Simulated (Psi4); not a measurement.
**SiF3 (trifluorosilyl): levels of theory compared**

Wanted: a comparison of 6 runs (U-r2SCAN/aug-cc-pVDZ, UB3LYP/aug-cc-pVDZ, UBLYP/aug-cc-pVDZ, UPBE/aug-cc-pVDZ, UPBE0/aug-cc-pVDZ, USVWN5/aug-cc-pVDZ) of SiF3 (trifluorosilyl). 

The calculation is run with Psi4 1.11.

3 further runs of the same task are left out: 1 that didn't finish, 2 set aside as unsound or not needed.

## (1) Starting point

The species is SiF3 (4 atoms), meant as a doublet with charge 0. As SMILES, `F[Si](F)F`. One bond was lengthened or shortened from a relaxed shape.

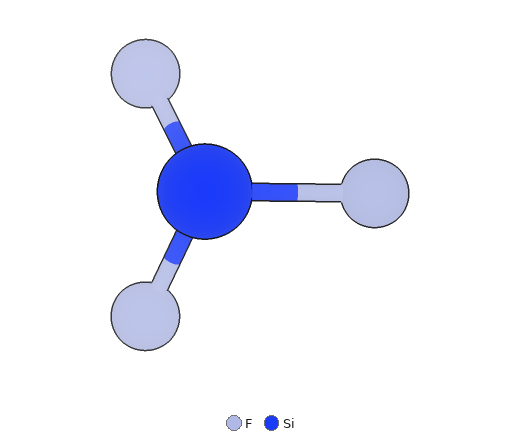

Viewed from a chosen angle; fluorine light blue, silicon blue.

## (2) Energy and gradient at U-r2SCAN/aug-cc-pVDZ (run 1)

f3si.inp

```
memory 2.2 GB

molecule {
  0 2
  F      0.944990    -0.615055     1.289313
  Si    -0.282750     0.213060     0.234280
  F     -0.994260    -0.892250    -0.644340
  F      0.492160     1.186230    -0.741640
  symmetry c1
  no_reorient
  no_com
}

set {
  basis aug-cc-pVDZ
  reference uks
  puream true
  e_convergence 1e-09
  d_convergence 1e-08
  scf_type pk
  dft_radial_points 99
  dft_spherical_points 590
  maxiter 100
}

e_tot, wfn = gradient('r2scan', return_wfn=True)
oeprop(wfn, 'MAYER_INDICES', 'MULLIKEN_CHARGES', 'WIBERG_LOWDIN_INDICES', title='R2SCAN')
print_variables()
```

Launch:

```
psi4 -n 1 f3si.inp f3si.out
```

f3si.out:

```text
[...]
  Running in c1 symmetry.
[...]
  Nuclear repulsion =  168.918896705818327
[...]
  Multiplicity = 2
[...]
  Nalpha       = 21
  Nbeta        = 20
[...]
    Number of basis functions: 96
[...]
   @UKS iter   1:  -588.87294892027785   -4.19743e-01   6.94664e-03 DIIS/ADIIS
[...]
   @UKS iter  13:  -589.02070653265707   -2.27374e-13   2.09599e-09 DIIS
[...]
   @S^2 Observed:                7.522371001E-01
[...]
    Orbital Energies [Eh]
    ---------------------
    Alpha Occupied:
       1A    -66.015128     2A    -24.559736     3A    -24.559716
       4A    -24.513469     5A     -5.363891     6A     -3.707586
       7A     -3.707432     8A     -3.706642     9A     -1.219300
      10A     -1.200968    11A     -1.125590    12A     -0.572057
      13A     -0.505762    14A     -0.477623    15A     -0.469590
      16A     -0.438019    17A     -0.432234    18A     -0.425296
      19A     -0.377159    20A     -0.371558    21A     -0.275242
    Alpha Virtual:
      22A     -0.024571    23A     -0.012517    24A      0.006511
      25A      0.042213    26A      0.060426    27A      0.064295
[...]
  @UKS Final Energy:  -589.02070653265707
   => Energetics <=
    Nuclear Repulsion Energy =            168.9188967058183266
    One-Electron Energy =               -1154.7518127145822291
    Two-Electron Energy =                 449.0111502677726776
    DFT Exchange-Correlation Energy =     -52.1989407916657981
    Empirical Dispersion Energy =           0.0000000000000000
    VV10 Nonlocal Energy =                  0.0000000000000000
    Total Energy =                       -589.0207065326570728
[...]
 Multipole Moments:
 ------------------------------------------------------------------------------------
     Multipole            Electronic (a.u.)      Nuclear  (a.u.)        Total (a.u.)
 ------------------------------------------------------------------------------------
 L = 1.  Multiply by 2.5417464519 to convert [e a0] to [Debye]
 Dipole X            :         -0.6464782            0.0519864           -0.5944918
 Dipole Y            :          0.2473447            0.1760563            0.4234010
 Dipole Z            :         -4.5830898            4.5540831           -0.0290067
 Magnitude           :                                                    0.7304316
[...]
  -Total Gradient:
     Atom            X                  Y                   Z
    ------   -----------------  -----------------  -----------------
       1        0.045088195872    -0.030329609177     0.040201163357
       2       -0.042230675545     0.026696006164    -0.073946363687
       3        0.012482466014     0.021618650143     0.016040693189
       4       -0.015655273960    -0.017747688572     0.017884635159
[...]
  Mulliken Charges: (a.u.)
   Center  Symbol    Alpha    Beta     Spin     Total
       1     F     4.77922  4.72768  0.05153 -0.50690
       2    SI     6.68374  5.71748  0.96626  1.59878
       3     F     4.76850  4.77741 -0.00891 -0.54592
       4     F     4.76854  4.77743 -0.00889 -0.54596
   Total alpha = 21.00000, Total beta = 20.00000, Total charge = -0.00000
  Mayer Bond Indices:
  Total Bond Index:
  Irrep: 1 Size: 4 x 4
[...]
```

It took 2.3 min on 1 thread of Intel Xeon at 2.50GHz (Skylake/Cascade Lake), shared host; peak memory 1.1 GiB.

## (3) The energy at UB3LYP/aug-cc-pVDZ (run 2)

f3si.py

```python
import psi4

psi4.set_memory('2200 MB')
psi4.set_num_threads(1)
psi4.core.set_output_file('f3si.out', False)

m = psi4.geometry("""
0 2
F      1.78577229    -1.16228550     2.43644846
Si    -0.53432006     0.40262505     0.44272504
F     -1.87887910    -1.68610813    -1.21762613
F      0.93004761     2.24164982    -1.40149648
units au
symmetry c1
no_reorient
no_com
""")

options = {'basis': 'aug-cc-pVDZ', 'reference': 'uks', 'puream': True, 'e_convergence': 1e-09, 'd_convergence': 1e-08, 'scf_type': 'pk', 'dft_radial_points': 99, 'dft_spherical_points': 590, 'maxiter': 100}
psi4.set_options(options)

E, wfn = psi4.energy("b3lyp", molecule=m, return_wfn=True)
psi4.oeprop(wfn, "MULLIKEN_CHARGES", "LOWDIN_CHARGES", "MAYER_INDICES")
print('E =', round(E, 9))
for k, v in sorted(psi4.core.scalar_variables().items()):
    print(f'{k:45s} {v:18.10f}')
```

Launch:

```
python f3si.py
```

f3si.out (excerpt; [...] marks lines left out):

```text
[...]
  Running in c1 symmetry.
[...]
  Nuclear repulsion =  168.918896827710569
[...]
  Multiplicity = 2
[...]
  Nalpha       = 21
  Nbeta        = 20
[...]
    Number of basis functions: 96
[...]
   @UKS iter   1:  -589.02443826857723   -4.65618e-01   7.10400e-03 ADIIS/DIIS
[...]
   @UKS iter  12:  -589.18108209760544   -6.93490e-12   8.22390e-09 DIIS
[...]
   @S^2 Observed:                7.515122213E-01
[...]
  @UKS Final Energy:  -589.18108209760544
   => Energetics <=
    Nuclear Repulsion Energy =            168.9188968277105687
    One-Electron Energy =               -1154.6797478682337896
    Two-Electron Energy =                 438.8243005166461899
    DFT Exchange-Correlation Energy =     -42.2445315737285654
    Empirical Dispersion Energy =           0.0000000000000000
    VV10 Nonlocal Energy =                  0.0000000000000000
    Total Energy =                       -589.1810820976055538
[...]
 Multipole Moments:
 ------------------------------------------------------------------------------------
     Multipole            Electronic (a.u.)      Nuclear  (a.u.)        Total (a.u.)
 ------------------------------------------------------------------------------------
 L = 1.  Multiply by 2.5417464519 to convert [e a0] to [Debye]
 Dipole X            :         -0.6784156            0.0519864           -0.6264293
 Dipole Y            :          0.2711883            0.1760564            0.4472447
 Dipole Z            :         -4.5614657            4.5540832           -0.0073825
 Magnitude           :                                                    0.7697376
[...]
  Mulliken Charges: (a.u.)
   Center  Symbol    Alpha    Beta     Spin     Total
       1     F     4.78614  4.72400  0.06214 -0.51014
       2    SI     6.66980  5.73844  0.93136  1.59176
       3     F     4.77202  4.76877  0.00324 -0.54079
       4     F     4.77205  4.76879  0.00326 -0.54084
   Total alpha = 21.00000, Total beta = 20.00000, Total charge =  0.00000
  Lowdin Charges: (a.u.)
   Center  Symbol    Alpha    Beta     Spin     Total
       1     F     4.73679  4.61265  0.12414 -0.34944
       2    SI     6.86687  6.19846  0.66841  0.93468
[...]
```

On the terminal:

```text
E = -589.181082098
CURRENT ENERGY                                   -589.1810820976
CURRENT REFERENCE ENERGY                         -589.1810820976
DD SOLVATION ENERGY                                 0.0000000000
DFT FUNCTIONAL TOTAL ENERGY                      -589.1810820976
DFT TOTAL ENERGY                                 -589.1810820976
DFT VV10 ENERGY                                     0.0000000000
DFT XC ENERGY                                     -42.2445315737
GRID ELECTRONS ALPHA                               21.0000009144
GRID ELECTRONS BETA                                20.0000009905
GRID ELECTRONS TOTAL                               41.0000019049
NUCLEAR REPULSION ENERGY                          168.9188968277
ONE-ELECTRON ENERGY                             -1154.6797478682
PCM POLARIZATION ENERGY                             0.0000000000
PE ENERGY                                           0.0000000000
SCF ITERATION ENERGY                             -589.1810820976
SCF ITERATIONS                                     12.0000000000
SCF TOTAL ENERGY                                 -589.1810820976
TWO-ELECTRON ENERGY                               438.8243005166
XC GRID RADIAL POINTS                              99.0000000000
XC GRID SPHERICAL POINTS                          590.0000000000
XC GRID TOTAL POINTS                           228558.0000000000
```

Run time: 35 s. Hardware: 1 thread of Intel Xeon at 2.50GHz (Skylake/Cascade Lake), shared host; peak memory 1 GiB.

Runs 3 to 5 aren't shown in full; the table further down has their settings and results.

## (4) A single-point energy at USVWN5/aug-cc-pVDZ (run 6)

calc.dat

```
memory 2200 mb

molecule geom {
  0 2
  F
  Si 1 r2
  F 2 r3 1 a3
  F 2 r4 3 a4 1 d4

  r2 = 1.8183
  r3 = 1.581117
  a3 = 107.93279
  r4 = 1.581128
  a4 = 107.92824
  d4 = 116.38705
  symmetry c1
}

set {
  basis                aug-cc-pVDZ
  reference            uks
  puream               true
  e_convergence        1e-09
  d_convergence        1e-08
  scf_type             pk
  dft_radial_points    99
  dft_spherical_points 590
  maxiter              100
}

E, wfn = energy('scf', dft_functional={"name": "SVWN5", "x_functionals": {"LDA_X": {}}, "c_functionals": {"LDA_C_VWN": {}}}, return_wfn=True)
oeprop(wfn, 'MAYER_INDICES', 'LOWDIN_CHARGES', 'WIBERG_LOWDIN_INDICES')
```

Launch:

```
psi4 -i calc.dat -o calc.out -n 1
```

calc.out:

```text
[...]
  Running in c1 symmetry.
[...]
  Nuclear repulsion =  168.918873944080616
[...]
  Multiplicity = 2
[...]
  Nalpha       = 21
  Nbeta        = 20
[...]
    Number of basis functions: 96
[...]
   @UKS iter   1:  -585.98268146674866   -3.39421e-01   6.58164e-03 ADIIS/DIIS
[...]
   @UKS iter  12:  -586.11591864906279   -1.47793e-12   4.05384e-09 DIIS
[...]
   @S^2 Observed:                7.508674664E-01
[...]
    Orbital Energies [Eh]
    ---------------------
    Alpha Occupied:
       1A    -65.296578     2A    -24.161261     3A    -24.161242
       4A    -24.116730     5A     -5.176200     6A     -3.619380
       7A     -3.618527     8A     -3.618240     9A     -1.152755
      10A     -1.132585    11A     -1.059708    12A     -0.560668
      13A     -0.495445    14A     -0.469196    15A     -0.458453
      16A     -0.427623    17A     -0.423229    18A     -0.415015
      19A     -0.368826    20A     -0.363356    21A     -0.260695
    Alpha Virtual:
      22A     -0.043967    23A     -0.031391    24A     -0.021083
      25A      0.011448    26A      0.043026    27A      0.049136
[...]
  @UKS Final Energy:  -586.11591864906279
   => Energetics <=
    Nuclear Repulsion Energy =            168.9188739440806160
    One-Electron Energy =               -1154.2623100436330787
    Two-Electron Energy =                 448.4085577495607140
    DFT Exchange-Correlation Energy =     -49.1810402990710358
    Empirical Dispersion Energy =           0.0000000000000000
    VV10 Nonlocal Energy =                  0.0000000000000000
    Total Energy =                       -586.1159186490627917
[...]
 Multipole Moments:
 ------------------------------------------------------------------------------------
     Multipole            Electronic (a.u.)      Nuclear  (a.u.)        Total (a.u.)
 ------------------------------------------------------------------------------------
 L = 1.  Multiply by 2.5417464519 to convert [e a0] to [Debye]
 Dipole X            :         -0.1024862            0.4251358            0.3226496
 Dipole Y            :         -0.0636562            0.2635390            0.1998828
 Dipole Z            :          0.3234725            0.2666461            0.5901186
 Magnitude           :                                                    0.7016380
[...]
```

Run time: 29 s. Hardware: 1 thread of Intel Xeon at 2.50GHz (Skylake/Cascade Lake), shared host; peak memory 0.59 GiB.

## (5) Overview of the runs

| run | level | task | energy (Eh) | dipole moment (D) | HOMO energy (eV) | LUMO energy (eV) | wall time |
| --- | --- | --- | --- | --- | --- | --- | --- |
| 1 | U-r2SCAN/aug-cc-pVDZ | gradient | -589.020707 | 1.86 | -7.49 | -4.59 | 2.3 min |
| 2 | UB3LYP/aug-cc-pVDZ | energy | -589.181082 | 1.96 | -8.22 | -4.70 | 35 s |
| 3 | UBLYP/aug-cc-pVDZ | energy | -589.148222 | 1.82 | -6.92 | -5.27 | 38 s |
| 4 | UPBE/aug-cc-pVDZ | gradient | -588.737977 | 1.77 | -7.08 | -5.17 | 72 s |
| 5 | UPBE0/aug-cc-pVDZ | gradient | -588.758816 | 1.94 | -8.51 | -4.21 | 72 s |
| 6 | USVWN5/aug-cc-pVDZ | energy | -586.115919 | 1.78 | -7.09 | -5.65 | 29 s |

## (6) What came out

| quantity | value |
| --- | --- |
| run 6: total energy | -586.11592 Eh |
| run 6: dipole moment | 1.78 D |
| run 6: HOMO energy (highest over α and β) | -7.09 eV |
| run 6: LUMO energy (lowest over α and β) | -5.65 eV |
| run 6: ⟨S²⟩ | 0.751 |

In words: The dipole moment (its size) runs from 1.77 D (UPBE/aug-cc-pVDZ) to 1.96 D (UB3LYP/aug-cc-pVDZ). Totals of different functionals can't be ranked against each other. All runs together took 6.4 min, the longest 2.3 min.
